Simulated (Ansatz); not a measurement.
```yaml
atoms:
  - { symbol: Sn, position_ang: [0.0443, 0.0000, -0.9310] }
  - { symbol: Cl, position_ang: [1.8203, 0.0000, 2.2082] }
  - { symbol: H, position_ang: [2.2947, 0.0000, 0.9761] }
  - { symbol: Cl, position_ang: [-1.4990, 1.8069, -0.7156] }
  - { symbol: Cl, position_ang: [-1.4990, -1.8069, -0.7156] }
```

Core potentials replace the inner electrons of Sn; not at a stationary point (largest force 1.6 eV/Å).

Theory: RHF/def2-SVP in Ansatz 0.2.0.

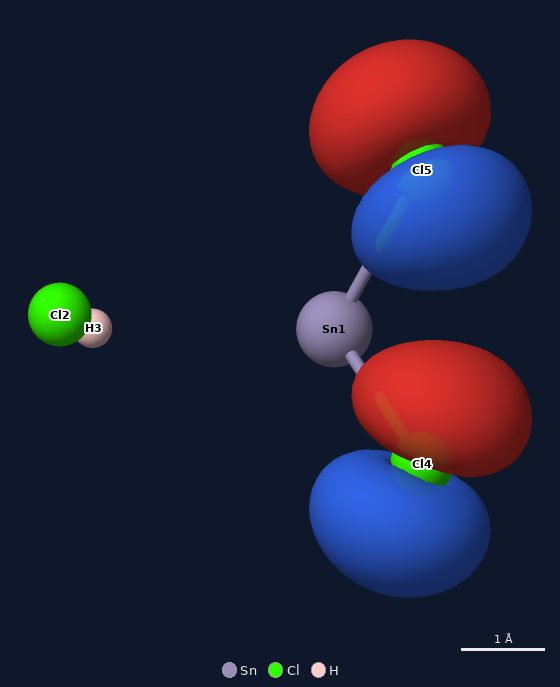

Cl2Sn···HCl. The HOMO−1 at ±0.1 Å⁻³ᐟ² (blue and red are the two phases), seen across its widest extent.

Where does this orbital lie, and at what energy?

Answer. It lies mainly on Cl4 (about 50 %) and Cl5 (about 50 %); largely a combination of lone pairs on Cl4 and Cl5. Its energy is −11.75 eV.
